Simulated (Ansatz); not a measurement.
# Bi2Te3 (Bi2Te3 type, space group R-3m), energy over volume and axial ratio

Bi2Te3 (Bi2Te3 type, space group R-3m)

```yaml
crystal:
  lattice:
    - [2.19356, 1.26645, 10.09527]
    - [-2.19356, 1.26645, 10.09527]
    - [0.00000, -2.53291, 10.09527]
  atoms:
    - { symbol: Bi, position: [0.40015, 0.40015, 0.40015] }
    - { symbol: Bi, position: [0.59985, 0.59985, 0.59985] }
    - { symbol: Te, position: [0.00000, 0.00000, 0.00000] }
    - { symbol: Te, position: [0.20935, 0.20935, 0.20935] }
    - { symbol: Te, position: [0.79065, 0.79065, 0.79065] }
```

Two coordinates are scanned: the volume, and the ratio of the stretch along z (the conventional c axis) to the stretch across it. Atoms keep their fractional coordinates.

These are PBE-D3(BJ) (plane waves to 420 eV, PAW, scalar-relativistic; Ansatz, a first-principles code) values and carry that method's errors. k mesh 9×9×9 (Γ-centred), Fermi-Dirac smearing 0.05 eV. The energy includes the smearing's −TS. As the atoms are clamped, bonds stretch with the cell, which overstates energies and stresses. Bi2Te3 was relaxed with its symmetry unable to fall. Spin-orbit coupling is left out, though Bi and Te are heavy. The zero of ΔE is the relaxed starting cell.

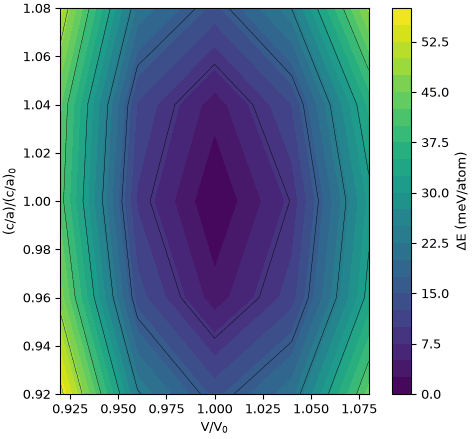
*ΔE (meV/atom) over the 5×5 grid of computed points.*

The modulus against c/a change at fixed volume, (3/4V)·∂²E/∂(ln c/a)² (fit, atoms clamped) is 15.9 GPa, an upper bound as the atoms could relax. Lowest place on the grid: V/V₀ = 1.000, (c/a)/(c/a)₀ = 1.000 (0.0 meV/atom). Highest place on the grid: V/V₀ = 0.920, (c/a)/(c/a)₀ = 0.920 (57.2 meV/atom).

Near the relaxed cell σzz − σxx = −2Cδ (compression positive), C being this modulus and δ the logarithm of the ratio.

(A scan under strain: stresses follow from slopes of the energy per volume, elastic moduli from its curvatures.)
